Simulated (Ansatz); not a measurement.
## Electronic structure of BrClH$_{5}$NSi in real space

```xyz
9

Si   -0.4967    0.4616   -0.5459
N     0.5468   -0.6453    0.6099
H    -1.7286    1.0051    0.0402
H     0.1269    0.7556   -1.8424
Cl   -1.4678   -1.3805   -1.2503
H     1.5318   -0.4252    0.4705
Br    0.7959    2.2545    0.4998
H     0.3526   -1.6319    0.4435
H     0.3393   -0.3936    1.5748
```

The product side of a reaction path; geometry: PBE0-D4/def2-TZVP; a saddle point, not a minimum.

Computed with RKS PBE0-D4/def2-TZVPP (Ansatz).

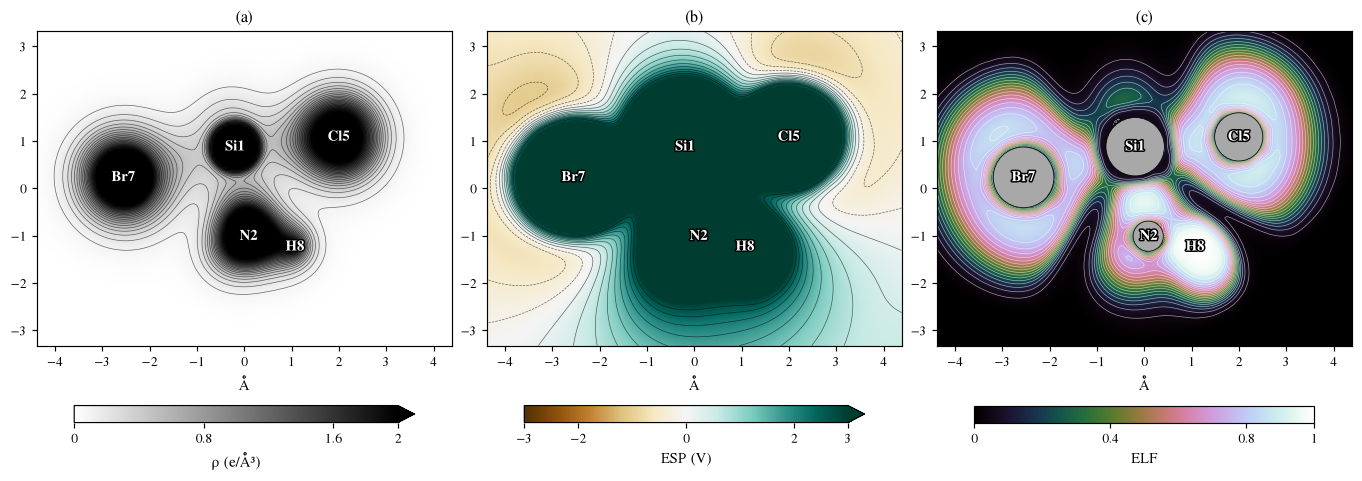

Figure 1. (a) electron density; (b) molecular electrostatic potential; (c) ELF on the plane of atoms N2, Si1 and Cl5. Grey discs cover the atomic cores in the ELF map.

Describe what can be read from this map.

- Atoms in the plane: Si, N, Cl, Br and H.
- Si–N (1.91 Å): ρ at the midpoint is about 0.79 e/Å³; the ELF peaks at about 0.95 between the atoms; a polar covalent bond.
- Si–Cl (2.20 Å): ρ at the midpoint is about 0.71 e/Å³, with its minimum of 0.52 e/Å³ about 0.8 Å from Si; the ELF peaks at about 0.85 between the atoms; a polar covalent bond.
- Si–Br (2.45 Å): ρ is about 0.54 e/Å³ halfway, with its minimum of 0.42 e/Å³ about 0.9 Å from Si; the ELF peaks at about 0.85 between the atoms, as expected for a polar covalent bond.
- N–H (1.02 Å): the density is about 3 e/Å³ at the midpoint; the ELF climbs to about 1 towards the hydrogen, as it does in any bond to H; a covalent bond by its length.
- The ELF also peaks beside Br7 and Cl5, away from the bonds: lone-pair regions.
- Outside the dense part of the molecule the potential is most negative (−1.0 V) near Br7.

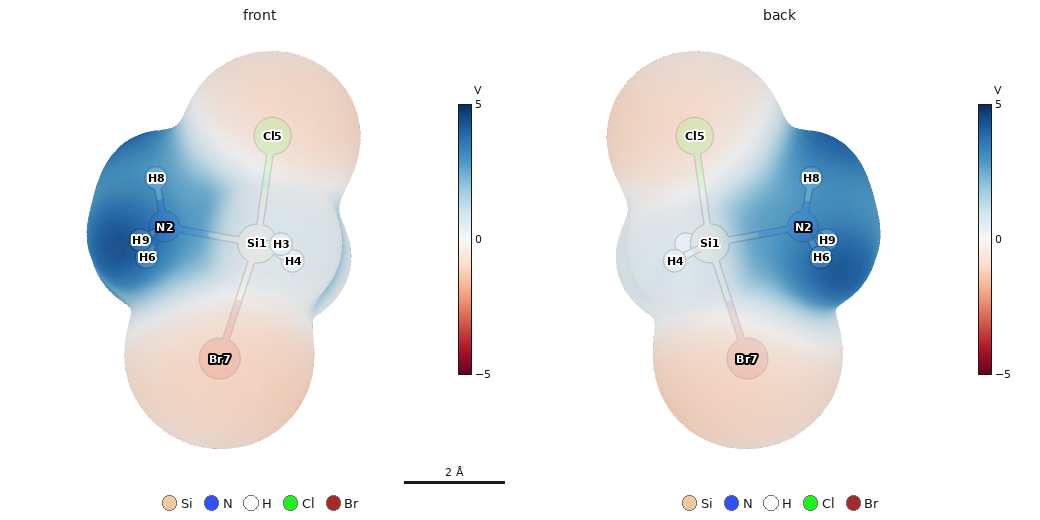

Figure 2. The molecular electrostatic potential painted on the density surface at 0.004 e/bohr³, seen from the front and from behind; red is negative and blue positive.

Describe the electrostatic potential map.

The most negative region (about −1.0 V) lies over Br7, the most positive (about +4.3 V) over H6 and H9.

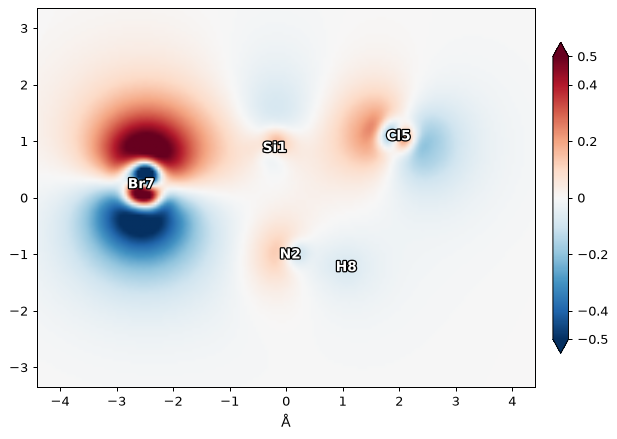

Figure 3. The HOMO−1 on the plane of atoms N2, Si1 and Cl5 (values in Å⁻³ᐟ²; the overall sign is arbitrary).

Describe this orbital and give its energy.

It lies mainly on Br7 (about 80 %); largely a lone pair of Br7. Its energy is −7.63 eV.
